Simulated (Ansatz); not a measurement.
Start from SnTe in the rock salt structure (space group Fm-3m, No. 225; a = 6.371 Å).

It is then changed as follows: the cell is scaled by 1.0585 in all directions, atoms relaxed at fixed cell.

All numbers come from r2SCAN/PAW in Ansatz (an electronic-structure program), no spin-orbit coupling, earlier PAW set.

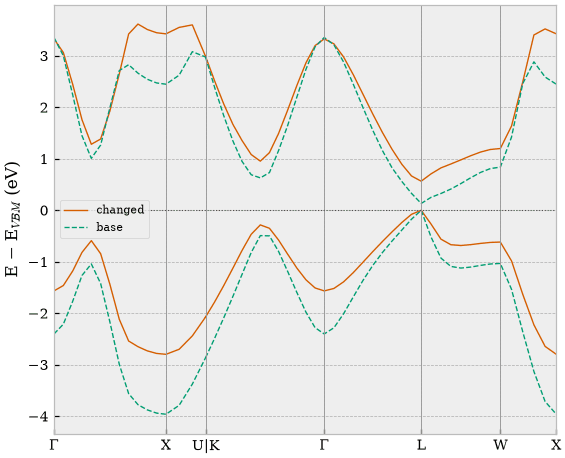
Figure. Highest valence and lowest conduction band along the path, each from its own valence-band maximum

**Question.** From the figure, how large is the changed gap, and is it direct?

**Answer.** About 0.6 eV, direct at L.

Spin-orbit coupling, missing from the scalar runs, can matter with Te. The cells carry an imposed strain or load. Whether these cells are dynamically stable was not tested.
